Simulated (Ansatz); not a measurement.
# SnS (SMILES [S][Sn]), step by step

We compute a series of 38 runs (HF/STO-3G, UHF/STO-3G, HF/3-21G, UHF/3-21G, PBE/def2-SVP, UPBE/def2-SVP, PBE-D3(BJ)/def2-TZVP, UPBE-D3(BJ)/def2-TZVP, and more) of SSn. 

Program for the calculation: Ansatz 0.2.0.

### Step 1. The structure to begin with

SnS has 2 atoms, charge 0, and is taken as a singlet. SMILES: `[S][Sn]`. Geometry: the measured bond length. The run starts from this shape.

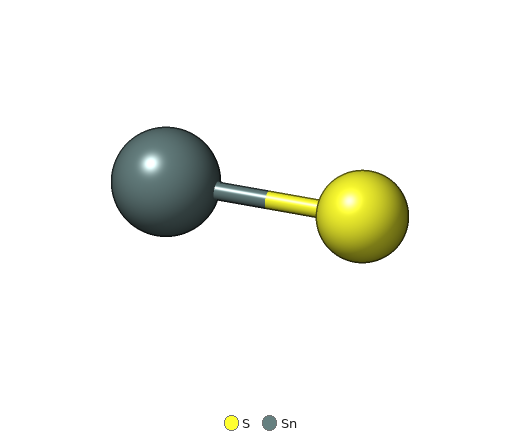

The structure, seen from a chosen angle (sulfur yellow, tin teal).

### Step 2. A geometry optimisation at HF/STO-3G (run 1)

The input, job.yaml:

```yaml
basis:
  gaussian:
    orbitals: STO-3G
crystal:
  periodic: [false, false, false]
  atoms:
    - {symbol: S, position_ang: [0.000000, 0.000000, 0.000000]}
    - {symbol: Sn, position_ang: [0.000000, 0.000000, 2.209026]}
hamiltonian:
  xc: hf
relax:
  f_tol: 0.002
output: {orbitals: {seedname: orbitals}}
```

On the command line:

```bash
ansatz run job.yaml --threads 1 --pin off --max-ram 3480MiB --events-out events.jsonl --progress --plain --runs-dir runs
```

The program printed:

```text
Warning: RAYON_NUM_THREADS=1 ignored (pool sized by the plan → 1); use --threads N
The last accepted step is kept in runs//last_step.txt (removed where the run ends without a failure and the disk answers)
[... 49 lines left out ...]
Total energy: -172968.07595701 eV, -6356.4595494473 hartree
[... 2 lines left out ...]
Dipole moment:    -0.000000     0.000000     0.301104 e Å
```

It took 3.9 s on 1 thread of Arm Neoverse V1, shared host; peak memory 0.091 GiB.

Step by step:

| step | energy from the first frame kept (eV) | largest force (eV/Å) |
| --- | --- | --- |
| 1 | 0.0000 | 3.7986 |
| 2 | -0.1095 | 3.7748 |
| 3 | -0.2668 | 0.3689 |
| 4 | -0.2688 | 0.0423 |
| 5 | -0.2688 | 0.0295 |
| 6 | -0.2688 | 0.0001 |

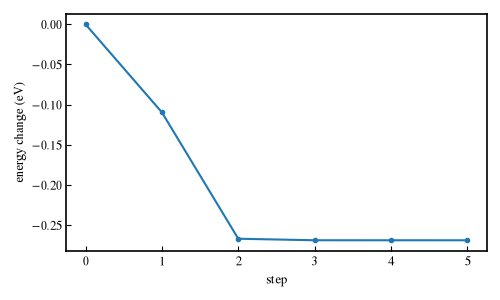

Energy along the run.

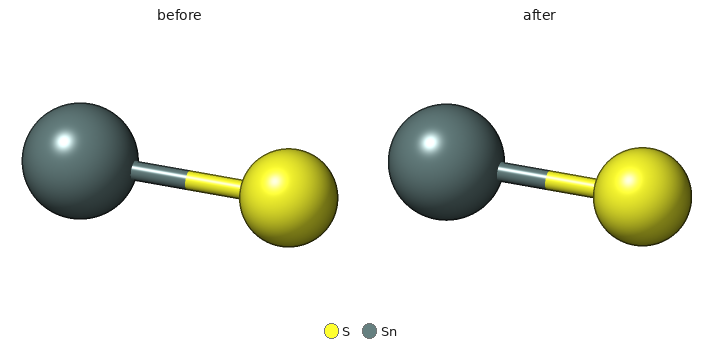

Before and after, at one scale.

After the run. Bond lengths: S1–Sn2 2.078 Å.

### Step 3. The harmonic vibrations at HF/STO-3G (run 2)

The input, molecule.yaml:

```yaml
basis:
  gaussian: {orbitals: STO-3G}
crystal:
  periodic: [false, false, false]
  atoms:
    - {symbol: S, position_ang: [0.000000, 0.000000, 0.065669]}
    - {symbol: Sn, position_ang: [-0.000000, -0.000000, 2.143357]}
hamiltonian: {xc: hf}
phonons: {temperatures: {t_min: 298.15, t_max: 298.15, t_step: 1}}
```

On the command line:

```bash
ansatz run molecule.yaml --threads 1 --pin off --max-ram 3480MiB --events-out events.jsonl --progress --plain --runs-dir runs
```

The program printed:

```text
Warning: RAYON_NUM_THREADS=1 ignored (pool sized by the plan → 1); use --threads N
[... 76 lines left out ...]
Total energy: -172968.07595164 eV, -6356.4595492500 hartree
[... 2 lines left out ...]
Dipole moment:    -0.000000    -0.000000     0.301107 e Å
Vibrations: 623.88 cm⁻¹, zero-point energy 0.038676 eV
```

It took 6.3 s on 1 thread of Arm Neoverse V1, shared host; peak memory 0.091 GiB.

Runs 3 to 7 aren't shown in full; the table further down has their settings and results.

### Step 4. The doublet cation: a structure relaxation at UHF/3-21G (run 8)

The input, molecule.yaml:

```yaml
crystal:
  periodic: [false, false, false]
  atoms:
    - symbol: S
      position_ang: [-0.000000, -0.000000, -0.031606]
    - symbol: Sn
      position_ang: [0.000000, 0.000000, 2.240632]
basis:
  gaussian:
    orbitals: 3-21G.json
magnetization:
  spin_polarized: true
  initial_magnetization: 1
relax: {}
total_charge: 1
hamiltonian:
  xc: hf
```

The basis set 3-21G is read from a file made from the Basis Set Exchange's data (not shown).

On the command line:

```bash
ansatz run molecule.yaml --threads 1 --pin off --max-ram 3480MiB --events-out events.jsonl --progress --plain --runs-dir runs
```

The program printed:

```text
Warning: RAYON_NUM_THREADS=1 ignored (pool sized by the plan → 1); use --threads N
The last accepted step is kept in runs//last_step.txt (removed where the run ends without a failure and the disk answers)
[... 46 lines left out ...]
Total energy: -173935.45862519 eV, -6392.0102067875 hartree
[... 2 lines left out ...]
Dipole moment:     0.000000     0.000000     0.769899 e Å
```

Wall time 15 s (1 thread of Arm Neoverse V1, shared host); peak memory 0.14 GiB.

The path in brief:

| step | energy from the first frame kept (eV) | largest force (eV/Å) |
| --- | --- | --- |
| 1 | 0.0000 | 3.8034 |
| 2 | -0.3429 | 0.4927 |
| 3 | -0.3549 | 0.0082 |

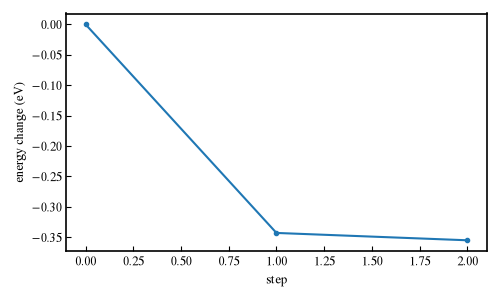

Energy along the run.

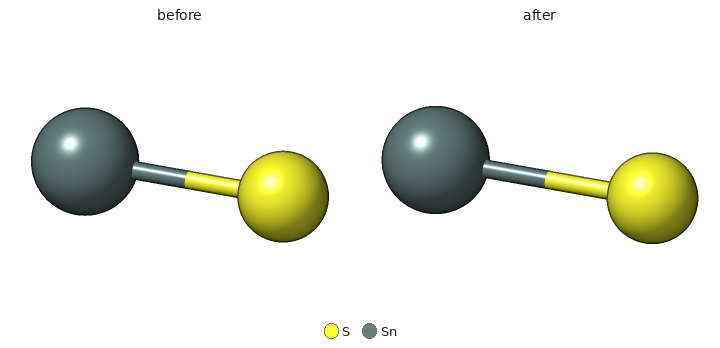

Before and after, at one scale.

After the run. Bond lengths: S1–Sn2 2.488 Å.

Runs 9 to 37 aren't shown in full; the table further down has their settings and results.

### Step 5. The harmonic vibrations at CCSD(T)/def2-TZVP (core potential) (run 38)

The input, in.yaml:

```yaml
crystal:
  periodic: [false, false, false]
  atoms:
    - {symbol: S, position_ang: [0.000000, 0.000000, -0.005334]}
    - {symbol: Sn, position_ang: [-0.000000, -0.000000, 2.214360]}
basis:
  gaussian: {orbitals: def2-TZVP}
magnetization: {spin_polarized: false, initial_magnetization: 0}
correlation: {method: ccsd_t}
accuracy: high
scf: {omitted_lower_state_checks: [cluster_reference]}
phonons: {temperatures: {t_min: 298.15, t_max: 298.15, t_step: 1}}
```

On the command line:

```bash
ansatz run in.yaml --threads 1 --pin off --max-ram 3480MiB --events-out events.jsonl --progress --plain --runs-dir runs
```

The program printed:

```text
Warning: RAYON_NUM_THREADS=1 ignored (pool sized by the plan → 1); use --threads N
[... 69 lines left out ...]
9 core orbitals not correlated: weight in the atoms' cores, before any rotation towards them, 1.000 or more for the frozen orbitals, at most 0.000 for the correlated occupied ones
[... 115 lines left out ...]
9 core orbitals not correlated: weight in the atoms' cores, before any rotation towards them, 1.000 or more for the frozen orbitals, at most 0.000 for the correlated occupied ones
[... 113 lines left out ...]
9 core orbitals not correlated: weight in the atoms' cores, before any rotation towards them, 1.000 or more for the frozen orbitals, at most 0.000 for the correlated occupied ones
[... 86 lines left out ...]
Dipole moment:     0.000000     0.000000     0.633893 e Å
[... 1 line left out ...]
Checks for a lower state left out: cluster_reference
```

Wall time 10 min (1 thread of Arm Neoverse V1, shared host); peak memory 0.62 GiB.

### Step 6. The series

| run | level | task | walk f tol | partner | energy (Eh) | dipole moment (D) | wall time |
| --- | --- | --- | --- | --- | --- | --- | --- |
| 1 | HF/STO-3G | optimise | 0.002 | base | -6356.459549 | 1.45 | 3.9 s |
| 2 | HF/STO-3G | frequencies | – | base | -6356.459549 | 1.45 | 6.3 s |
| 3 | UHF/STO-3G | energy | – | cation | -6356.279604 | – | 3.3 s |
| 4 | UHF/STO-3G | optimise | – | cation | -6356.298120 | – | 12 s |
| 5 | HF/3-21G | optimise | 0.002 | base | -6392.294370 | 5.10 | 3.9 s |
| 6 | HF/3-21G | frequencies | – | base | -6392.294370 | 5.10 | 8.1 s |
| 7 | UHF/3-21G | energy | – | cation | -6391.997157 | – | 5.4 s |
| 8 | UHF/3-21G | optimise | – | cation | -6392.010207 | – | 15 s |
| 9 | PBE/def2-SVP (core potential) | optimise | 0.002 | base | -612.237814 | 2.88 | 3.3 s |
| 10 | PBE/def2-SVP (core potential) | frequencies | – | base | -612.237814 | 2.88 | 6.3 s |
| 11 | UPBE/def2-SVP (core potential) | energy | – | cation | -611.893684 | – | 5.4 s |
| 12 | UPBE/def2-SVP (core potential) | optimise | – | cation | -611.902316 | – | 13 s |
| 13 | PBE-D3(BJ)/def2-TZVP (core potential) | optimise | 0.002 | base | -612.385503 | 3.20 | 5.4 s |
| 14 | PBE-D3(BJ)/def2-TZVP (core potential) | frequencies | – | base | -612.385503 | 3.20 | 12 s |
| 15 | UPBE-D3(BJ)/def2-TZVP (core potential) | energy | – | cation | -612.040862 | – | 9.6 s |
| 16 | UPBE-D3(BJ)/def2-TZVP (core potential) | optimise | – | cation | -612.048700 | – | 24 s |
| 17 | B3LYP-D4/def2-TZVP (core potential) | optimise | 0.002 | base | -612.645726 | 3.42 | 7.8 s |
| 18 | B3LYP-D4/def2-TZVP (core potential) | frequencies | – | base | -612.645726 | 3.42 | 18 s |
| 19 | UB3LYP-D4/def2-TZVP (core potential) | energy | – | cation | -612.301921 | – | 15 s |
| 20 | UB3LYP-D4/def2-TZVP (core potential) | optimise | – | cation | -612.310319 | – | 31 s |
| 21 | SVWN5/def2-TZVP (core potential) | optimise | 0.002 | base | -610.864295 | 3.00 | 3.9 s |
| 22 | SVWN5/def2-TZVP (core potential) | frequencies | – | base | -610.864295 | 3.00 | 9.3 s |
| 23 | USVWN5/def2-TZVP (core potential) | energy | – | cation | -610.505165 | – | 6.3 s |
| 24 | USVWN5/def2-TZVP (core potential) | optimise | – | cation | -610.512372 | – | 19 s |
| 25 | wB97M-V/def2-TZVPD (core potential) | optimise | 0.002 | base | -612.481544 | 3.53 | 33 s |
| 26 | wB97M-V/def2-TZVPD (core potential) | frequencies | – | base | -612.481544 | 3.53 | 65 s |
| 27 | U-wB97M-V/def2-TZVPD (core potential) | energy | – | cation | -612.137603 | – | 69 s |
| 28 | U-wB97M-V/def2-TZVPD (core potential) | optimise | – | cation | -612.146643 | – | 3 min |
| 29 | wB97X-V/def2-TZVP (core potential) | optimise | 0.002 | base | -612.458881 | 3.61 | 31 s |
| 30 | wB97X-V/def2-TZVP (core potential) | frequencies | – | base | -612.458881 | 3.61 | 49 s |
| 31 | U-wB97X-V/def2-TZVP (core potential) | energy | – | cation | -612.116094 | – | 40 s |
| 32 | U-wB97X-V/def2-TZVP (core potential) | optimise | – | cation | -612.125718 | – | 1.9 min |
| 33 | r2SCAN/def2-TZVP (core potential) | optimise | 0.002 | base | -612.602747 | 3.24 | 12 s |
| 34 | r2SCAN/def2-TZVP (core potential) | frequencies | – | base | -612.602747 | 3.24 | 22 s |
| 35 | U-r2SCAN/def2-TZVP (core potential) | energy | – | cation | -612.255935 | – | 32 s |
| 36 | U-r2SCAN/def2-TZVP (core potential) | optimise | – | cation | -612.264152 | – | 64 s |
| 37 | CCSD(T)/def2-TZVP (core potential) | optimise | 0.002 | base | -611.430472 | 3.04 | 3.2 min |
| 38 | CCSD(T)/def2-TZVP (core potential) | frequencies | – | base | -611.430472 | 3.04 | 10 min |

### Step 7. What came out

| quantity | value |
| --- | --- |
| run 38, CCSD(T)/def2-TZVP: total energy | -611.43047 Eh |
| run 38, CCSD(T)/def2-TZVP: dipole moment (correlated density) | 3.04 D |
| run 38, CCSD(T)/def2-TZVP: correlation energy (9 core orbitals frozen) | -493.3 mEh |
| run 38, CCSD(T)/def2-TZVP: (T) correction | -23.17 mEh |
| run 38, CCSD(T)/def2-TZVP: T1 diagnostic | 0.024 |
| run 38, CCSD(T)/def2-TZVP: largest force on an atom | 0.000 eV/Å |
| run 38, CCSD(T)/def2-TZVP: harmonic wavenumber | 487 cm⁻¹ |
| run 38, CCSD(T)/def2-TZVP: zero-point energy | 2.9 kJ/mol |
| vertical ionisation energy (to the doublet cation), B3LYP-D4/def2-TZVP | 9.355 eV |
| vertical ionisation energy (to the doublet cation), wB97M-V/def2-TZVPD | 9.359 eV |
| vertical ionisation energy (to the doublet cation), wB97X-V/def2-TZVP | 9.328 eV |
| vertical ionisation energy (to the doublet cation), r2SCAN/def2-TZVP | 9.437 eV |
| adiabatic ionisation energy (to the doublet cation, no zero-point term), HF/STO-3G | 4.393 eV |
| adiabatic ionisation energy (to the doublet cation, no zero-point term), PBE/def2-SVP | 9.129 eV |
| adiabatic ionisation energy (to the doublet cation, no zero-point term), PBE-D3(BJ)/def2-TZVP | 9.165 eV |
| adiabatic ionisation energy (to the doublet cation, no zero-point term), r2SCAN/def2-TZVP | 9.214 eV |

**Reading.** At B3LYP-D4/def2-TZVP: the vertical ionisation energy comes to 9.36 eV (903 kJ/mol). At wB97M-V/def2-TZVPD: removing an electron at fixed nuclei costs 9.36 eV (216 kcal/mol). At wB97X-V/def2-TZVP: removing an electron at fixed nuclei costs 9.33 eV (900 kJ/mol). At r2SCAN/def2-TZVP: the vertical ionisation energy comes to 9.44 eV (911 kJ/mol). At HF/STO-3G: the adiabatic ionisation energy (to the doublet cation, no zero-point term) is 4.39 eV (101 kcal/mol). Its partner is spin-contaminated (⟨S²⟩ = 0.95 against 0.75), so the difference is in doubt. Totals of different functionals can't be ranked against each other. Some runs of one species differ in core potentials or relativity; totals across that change don't compare. In runs 1, 2, 3, 4 the basis is minimal, so the values are rough. In runs 1, 2, 3, 4, 5, 6, 7, 8 relativity is left out where basis or elements ask for it. Spin contamination of the reference: run 3 ⟨S²⟩ = 1.55, run 4 ⟨S²⟩ = 0.95. Where it is this large, the reference is a mixture of spin states, and values that rest on it are in doubt. All runs together took 29 min, the longest 10 min.
